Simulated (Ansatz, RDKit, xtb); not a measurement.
# C6H4BF: which of the isomers drawn lies lowest?, part 2 of 2

A sample of isomers of C6H4BF is drawn. Aim: find which of them has the lowest free energy at 298.15 K, then its properties. The sample is small against all isomers, and the most stable one of this formula need not be in it.

xtb, Ansatz and PySCF; isolated molecules.

## 10. c539a at MP2/def2-TZVPP

input.yaml reads:

```yaml
basis:
  gaussian: {orbitals: def2-TZVPP}
crystal:
  periodic: [false, false, false]
  atoms:
    - {symbol: C, position_ang: [-2.668398, 2.817329, 0.934362]}
    - {symbol: C, position_ang: [-1.954642, 1.951709, 0.465026]}
    - {symbol: C, position_ang: [-1.172051, 0.915109, -0.084012]}
    - {symbol: C, position_ang: [0.162494, 0.922730, -0.320620]}
    - {symbol: C, position_ang: [0.639502, -0.363850, -0.913125]}
    - {symbol: C, position_ang: [-0.346105, -1.265384, -1.091365]}
    - {symbol: B, position_ang: [-1.637279, -0.535077, -0.571818]}
    - {symbol: F, position_ang: [-2.865864, -0.998929, -0.533965]}
    - {symbol: H, position_ang: [-3.293449, 3.585839, 1.349509]}
    - {symbol: H, position_ang: [0.836670, 1.757848, -0.112625]}
    - {symbol: H, position_ang: [1.695159, -0.512455, -1.161118]}
    - {symbol: H, position_ang: [-0.201082, -2.261576, -1.509799]}
correlation: {method: mp2, frozen_orbitals: {F: 1, C: 1, H: 0, B: 1}}
```

Command:

```bash
$ ansatz run input.yaml --threads 2 --pin off --max-ram 5220MiB --events-out events.jsonl --progress --plain --runs-dir runs
```

The log of the run:

```text
Warning: RAYON_NUM_THREADS=2 ignored (pool sized by the plan → 2); use --threads N
Functional definition: HF
  name "HF"
  exchange = exact_x
  correlation = 0
1879 factors; integrals over basis functions are off by at most 1.2e-3 eV
mean field evaluation 1: about -9621.0711 eV, gradient 4.2e1 eV
mean field evaluation 2: about -9621.5033 eV, gradient 4.2e1 eV
mean field evaluation 4: about -9626.0884 eV, gradient 5.2e0 eV
mean field evaluation 8: about -9626.1664 eV, gradient 4.3e-1 eV
mean field evaluation 16: about -9626.1674 eV, gradient 2.2e-6 eV
mean field -9626.16735921 eV, -353.7551256005 hartree, gradient 2.2e-6 eV, S^2 0.000000; 0 other end points of the search recorded, 0 dependent functions left out; unrestricted orbitals would lower it
8 core orbitals not correlated: weight in the atoms' cores, before any rotation towards them, 1.000 or more for the frozen orbitals, at most 0.000 for the correlated occupied ones
reference -9626.16735921 eV, -353.7551256005 hartree; 19, 19 occupied and 277, 277 virtual orbitals, 1879 factors
second order -33.96491459 eV of doubles, -0.00000000 eV of singles
Total energy: -9660.13227381 eV, -355.0033131895 hartree
```

Wall time 40 s (2 threads of Intel Xeon at 2.50GHz (Skylake/Cascade Lake), shared host); peak memory 0.94 GiB.

## 11. c832a at CCSD(T)/def2-SVP

input.yaml reads:

```yaml
crystal:
  periodic: [false, false, false]
  atoms:
    - {symbol: C, position_ang: [-3.226895, 1.790621, 1.228893]}
    - {symbol: C, position_ang: [-2.304455, 1.352542, 0.570577]}
    - {symbol: C, position_ang: [-1.226014, 0.805292, -0.170332]}
    - {symbol: C, position_ang: [-0.626371, 1.333686, -1.264817]}
    - {symbol: C, position_ang: [0.401460, -0.878055, -0.586814]}
    - {symbol: C, position_ang: [-0.602271, -0.521368, 0.228669]}
    - {symbol: B, position_ang: [0.491151, 0.291358, -1.644052]}
    - {symbol: F, position_ang: [1.337550, 0.381467, -2.652147]}
    - {symbol: H, position_ang: [-4.043461, 2.189046, 1.802841]}
    - {symbol: H, position_ang: [-0.921619, 2.280989, -1.715324]}
    - {symbol: H, position_ang: [0.982006, -1.794722, -0.476275]}
    - {symbol: H, position_ang: [-0.978508, -1.072270, 1.095460]}
basis:
  gaussian:
    orbitals: def2-SVP
correlation:
  method: ccsd_t
  frozen_orbitals: {F: 1, C: 1, H: 0, B: 1}
```

Command:

```bash
$ ansatz run input.yaml --threads 2 --pin off --max-ram 5220MiB --events-out events.jsonl --progress --plain --runs-dir runs
```

The log of the run, shortened:

```text
Warning: RAYON_NUM_THREADS=2 ignored (pool sized by the plan → 2); use --threads N
[... 2 set-up lines as earlier in the session ...]
[...]
1354 factors; integrals over basis functions are off by at most 1.1e-3 eV
[...]
mean field -9615.14890137 eV, -353.3502047432 hartree, gradient 1.7e-6 eV, S^2 0.000000; 0 other end points of the search recorded, 0 dependent functions left out; unrestricted orbitals would lower it
8 core orbitals not correlated: weight in the atoms' cores, before any rotation towards them, 1.000 or more for the frozen orbitals, at most 0.000 for the correlated occupied ones
reference -9615.14890137 eV, -353.3502047432 hartree; 19, 19 occupied and 105, 105 virtual orbitals, 1354 factors
second order -27.61466146 eV of doubles, -0.00000000 eV of singles
cycle   1  -27.76768980 eV  change   -1.5e-1 eV  update   1.4e-1
[...]
cycle  10  -28.78094803 eV  change    2.3e-5 eV  update   3.0e-5
perturbative correction -1.18024749 eV, -0.0433732954 hartree
Total energy: -9645.11009689 eV, -354.4512583702 hartree
```

Wall time 63 s (2 threads of Intel Xeon at 2.50GHz (Skylake/Cascade Lake), shared host); peak memory 0.99 GiB.

For c539a, c832a the log finds that unrestricted Hartree-Fock orbitals lie lower, a sign to watch the closed-shell reference there.

## 12. Free energies and the winner

Energies in kcal/mol from c539a; G adds the thermal terms to the CCSD(T)/def2-SVP energy. The columns left of the relaxed level are at the tight-binding geometries.

```
 label                            SMILES     spin  r2SCAN-D4/def2-SVP  PBE0-D3(BJ)/def2-SVP  HF/def2-SVP  MP2/def2-SVP  CCSD(T)/def2-SVP     G  share at equilibrium     T1
 c539a                     C#CC1=CC=CB1F  singlet                 0.0                   0.0          0.0           0.0               0.0   0.0                51.1 %  0.014
 c832a                   C#CC1=CB(F)C=C1  singlet                 0.7                   0.7          0.3          -0.2              -0.1   0.0                48.9 %  0.014
c539at  [CH][C][C]1[CH][CH][CH][B]1[F] ‡  triplet                27.6                  18.5          6.0          41.8              27.2  26.3               < 0.1 %  0.033
```

‡ marks the bonded skeleton alone, with all bonds drawn single: no Lewis structure was assigned that passes a check against the bond lengths.

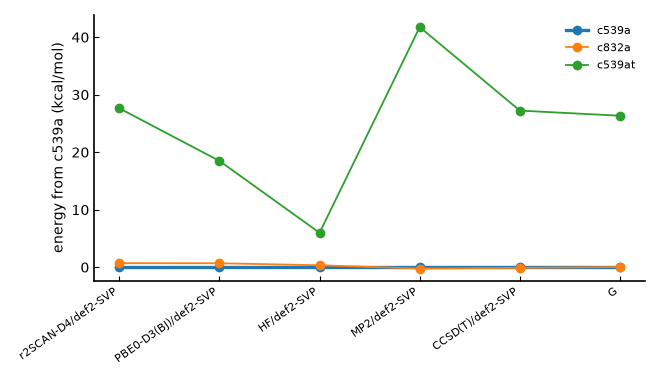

The finalists at each level, measured from c539a.

Lowest found: c539a, `C#CC1=CC=CB1F`, a singlet. Bond lengths: C1–C2 1.216 Å, C2–C3 1.410 Å, C3–C4 1.355 Å, C4–C5 1.495 Å, C5–C6 1.348 Å, C3–B7 1.599 Å, C6–B7 1.572 Å, B7–F8 1.314 Å, C1–H9 1.074 Å, C4–H10 1.093 Å, C5–H11 1.095 Å, C6–H12 1.090 Å. Some angles: C1–C2–C3 177.7°, C2–C3–C4 127.6°, C2–C3–B7 128.6°, C4–C3–B7 103.8°, C3–C4–C5 112.2°, C4–C5–C6 113.3°, C5–C6–B7 104.3°, C3–B7–C6 106.5°, C3–B7–F8 125.7°, C6–B7–F8 127.9°.

```xyz
12

C    -2.6684    2.8173    0.9344
C    -1.9546    1.9517    0.4650
C    -1.1721    0.9151   -0.0840
C     0.1625    0.9227   -0.3206
C     0.6395   -0.3639   -0.9131
C    -0.3461   -1.2654   -1.0914
B    -1.6373   -0.5351   -0.5718
F    -2.8659   -0.9989   -0.5340
H    -3.2934    3.5858    1.3495
H     0.8367    1.7578   -0.1126
H     1.6952   -0.5125   -1.1611
H    -0.2011   -2.2616   -1.5098
```

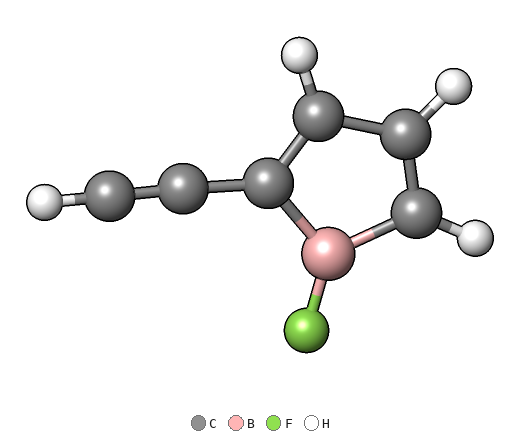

The lowest structure found, seen from a chosen angle (carbon grey, boron pink, fluorine green, hydrogen white).

## 13. Results

What follows sums up all 2 parts.

```
                                 quantity                                                                     value
                   lowest structure found                                                    C#CC1=CC=CB1F, singlet
                            next finalist                        C#CC1=CB(F)C=C1, singlet, 0.0 kcal/mol higher in G
share at equilibrium, among the finalists                                                                    51.1 %
                                   funnel  10 starts, 10 minima at GFN2-xTB, 13 screening runs, 3 relaxed, 3 ranked
                     CPU time of all runs                                                                    26 min
```

**Reading.** The lowest structure found is `C#CC1=CC=CB1F`. Its margin of 0.0 kcal/mol is inside the likely error of CCSD(T)/def2-SVP with harmonic terms (about 2 kcal/mol), so the order of the first two is not settled. The thermal terms turn the order: in electronic energy alone `C#CC1=CB(F)C=C1` is lowest. They come from GFN2-xTB, so the order rests on a rough term. r2SCAN-D4/def2-SVP, PBE0-D3(BJ)/def2-SVP and HF/def2-SVP already put its bonding pattern lowest among the structures in one piece; MP2/def2-SVP favours the singlet C#CC1=CB(F)C=C1. The largest share of the time went into the final energies (59 %). The search is not exhaustive (a finite list of starts, one conformer a finalist), so a lower isomer can't be ruled out. Only 10 drawn patterns were tried, so whole families of isomers are missing, and the result ranks this sample alone. The lowest isomer need not be the one that is made and kept in a bottle, which depends on barriers.
